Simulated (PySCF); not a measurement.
Mg(Cl)(GeH3), H3ClGeMg, SMILES [Cl][Mg][GeH3] at its PBE0/def2-SVP optimised geometry (Å):

```
6

Mg    -0.4797    -0.0919     0.0000
Cl    -2.6897    -0.0894    -0.0035
Ge     2.0909    -0.0919     0.0000
H      2.6897    -1.2256     0.8639
H      2.6818    -0.2749    -1.4172
H      2.6877     1.2256     0.5463
```

Level of theory: PBE0/def2-TZVP (PySCF).

Map of the LUMO amplitude (bohr^(-3/2)) on the plane z = 1.0 Å; orbital energy -1.37 eV, overall sign arbitrary:

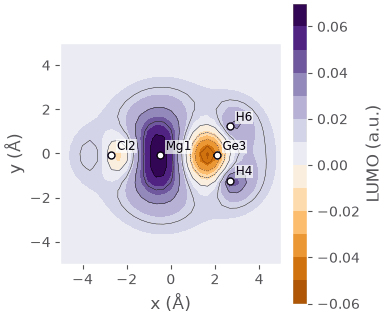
Figure. LUMO amplitude (bohr^(-3/2)) on the plane z = 1.0 Å.
